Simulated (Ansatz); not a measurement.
**CH₅Ge+ (singlet): from Hartree-Fock to the top rungs, cc-pVDZ**

Aim: climb from Hartree-Fock through coupled cluster for CH₅Ge+ (singlet) at one geometry and basis, and see what each rung misses.

The runs use Ansatz 0.2.0, Gaussian basis; cc-pVDZ, core rule «outside noble gas», up to 15 orbitals frozen.

Plan: UHF; CCSD(T) on RHF; BCCD(T) on RHF; CISD; CCSDT(Q) on RHF.

4 further runs of the same task are left out: 4 set aside as unsound or not needed.

## Step 1: The geometry

The geometry is a PBE0/def2-TZVP stationary point (not a proven minimum) of the parent state, kept for this charge and spin. No spin-orbit coupling is included. The filled d shell of Ge may be among the frozen orbitals whatever the setting's name suggests; the logs give the count.

7 atoms, charge 1, spin multiplicity 1.

Atoms are counted from 1 here; the program's logs count them from 0.

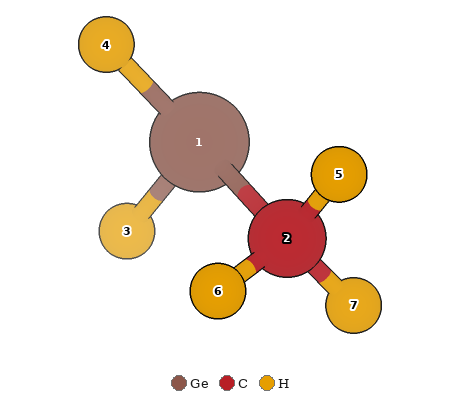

The geometry (germanium brown, carbon red, hydrogen amber); atoms are numbered from 1 in the order of the file.

## Step 2: UHF

in.yaml reads:

```yaml
crystal:
  periodic: [false, false, false]
  atoms:
    - {symbol: Ge, position_ang: [-0.030083, 0.000000, 0.327556]}
    - {symbol: C, position_ang: [0.055764, 0.000000, -1.630617]}
    - {symbol: H, position_ang: [0.636940, -1.262999, 0.919344]}
    - {symbol: H, position_ang: [0.636941, 1.262999, 0.919344]}
    - {symbol: H, position_ang: [-0.435069, 0.887264, -2.030634]}
    - {symbol: H, position_ang: [1.099792, 0.000000, -1.953064]}
    - {symbol: H, position_ang: [-0.435069, -0.887263, -2.030634]}
basis:
  gaussian: {orbitals: cc-pVDZ}
total_charge: 1
magnetization: {spin_polarized: true, initial_magnetization: 0}
hamiltonian: {xc: hf}
output: {orbitals: {seedname: orbitals}}
```

The run is started by

```bash
$ ansatz run in.yaml --threads 1 --pin off --events-out ev --progress --plain --max-ram 4096MiB --backend cpu
```

Further steps of the session: CCSD(T) on RHF; BCCD(T) on RHF; CISD; CCSDT(Q) on RHF.

Before running them: what should the planned runs give, taken together? Wanted: RCCSDT(Q) below the RHF energy; RMP2 from RCCSDT(Q); RCCSD from RCCSDT(Q); RCCSD(T) from RCCSDT(Q); T1 diagnostic.

The runs gave:

```
                         quantity                      value
   RCCSDT(Q) below the RHF energy                 -7.3961 eV
              RMP2 from RCCSDT(Q)            +28.46 kcal/mol
             RCCSD from RCCSDT(Q)             +5.05 kcal/mol
          RCCSD(T) from RCCSDT(Q)             +0.77 kcal/mol
levels within 1 kcal/mol (43 meV)  RCCSD(T), BCCD(T), RCCSDT
                    T1 diagnostic                      0.011
```

**Reading.** RCCSD(T) misses by +0.77 kcal/mol, 0.5 % of the correlation energy. These misses are within one basis, not against nature.
